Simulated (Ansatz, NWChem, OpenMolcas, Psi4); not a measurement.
## A small benchmark: dipole moment

7 molecules with oxygen; the dipole moment in D, computed less measured. Shapes, held fixed at every level: PBE0-D4/def2-TZVP. No vibrational averaging. Dipoles are compared by magnitude; molecules under 1 D, whose direction can flip, are left out. Programs: Ansatz 0.2.0, NWChem 7.3.0, OpenMolcas 26.06, Psi4 1.11. A level may come from different programs for different species; with the same settings they agree closely. Measured values: NIST CCCBDB.

Levels: A = M06-2X/STO-3G; B = PBE0/def2-SVP; C = B3LYP/6-31G* (Cartesian functions).

| molecule | measured | A | B | C |
| --- | --- | --- | --- | --- |
| NClO (nitrosyl chloride) | 1.90 | +0.48 | -0.30 | -0.04 |
| NOF (SMILES O=NF) | 1.81 | -1.45 | -0.56 | -0.70 |
| HNO (nitroxyl) | 1.67 | -0.34 | +0.04 | -0.06 |
| SO2 (sulfur dioxide) | 1.63 | -0.16 | +0.12 | +0.08 |
| H2CO (formaldehyde) | 2.33 | -1.00 | -0.14 | -0.19 |
| CHFO (formyl fluoride) | 2.02 | -0.70 | -0.01 | -0.05 |
| CH4O (methanol) | 1.70 | -0.28 | -0.03 | -0.03 |

Problem. Sum up the errors.

Solution. 
```json
{"level": "M06-2X/STO-3G", "kind": "global hybrid", "mean error": "-0.493", "mean absolute error": "0.630", "worst case": "NOF"}
{"level": "PBE0/def2-SVP", "kind": "global hybrid", "mean error": "-0.126", "mean absolute error": "0.171", "worst case": "NOF"}
{"level": "B3LYP/6-31G* (Cartesian functions)", "kind": "global hybrid", "mean error": "-0.141", "mean absolute error": "0.164", "worst case": "NOF"}
```

On this set B3LYP/6-31G* (Cartesian functions) has the smallest mean absolute error and M06-2X/STO-3G the largest. M06-2X/STO-3G is too low in 6 of 7; PBE0/def2-SVP is too low in 5 of 7; B3LYP/6-31G* (Cartesian functions) is too low in 6 of 7. All levels miss NOF on one side: the cause may be the shape, the tabulated value or an error that the levels share. The levels differ in basis as well as in method. The tabulated value of NOF is in doubt (older tables, estimates, or at odds with other calculations) and kept here. Over the 6 molecules whose values aren't doubted the mean absolute errors are A 0.493; B 0.107; C 0.075. The smallest two are near a tie. The set is small.

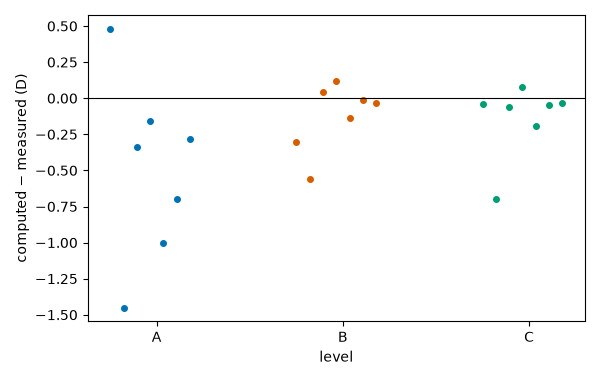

Errors of each level, one point a molecule.
